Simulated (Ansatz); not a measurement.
```yaml
atoms:
  - { symbol: C, position_ang: [1.9840, 0.8027, 0.2655] }
  - { symbol: Li, position_ang: [-0.6742, 0.2098, 1.2352] }
  - { symbol: N, position_ang: [0.5602, 0.6786, 0.1242] }
  - { symbol: H, position_ang: [0.3273, 0.9338, -0.8372] }
  - { symbol: H, position_ang: [2.3873, 1.8291, 0.0943] }
  - { symbol: H, position_ang: [2.5838, 0.1412, -0.4038] }
  - { symbol: H, position_ang: [2.3034, 0.5368, 1.2925] }
```

Geometry: PBE0-D3(BJ)/def2-SVP.

Method: Ansatz 0.2.0, isolated molecule in a Gaussian basis; Kohn-Sham density functional theory, functional PBE0.

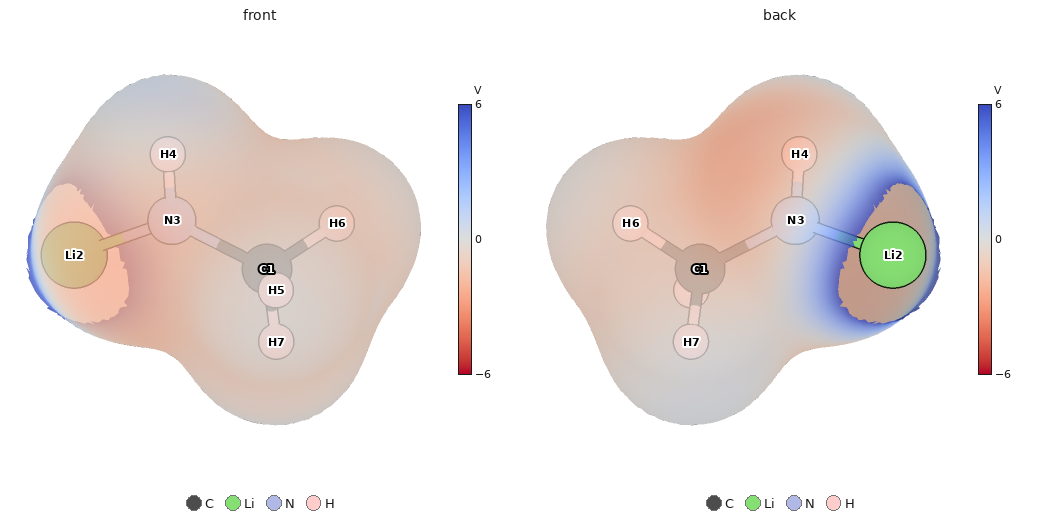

CH4LiN (SMILES [Li][NH]C). The molecular electrostatic potential painted on the density surface at 0.004 e/bohr³, seen from the front and from behind; the colour scale runs from red (negative) to blue (positive).

> Where is the surface potential most negative and most positive?

The most negative region (about −2.5 V, or −58 kcal/mol for a unit charge) lies over N3, the most positive (about +5.8 V, or +134 kcal/mol for a unit charge) over Li2. N3 is the likeliest acceptor of a hydrogen bond.
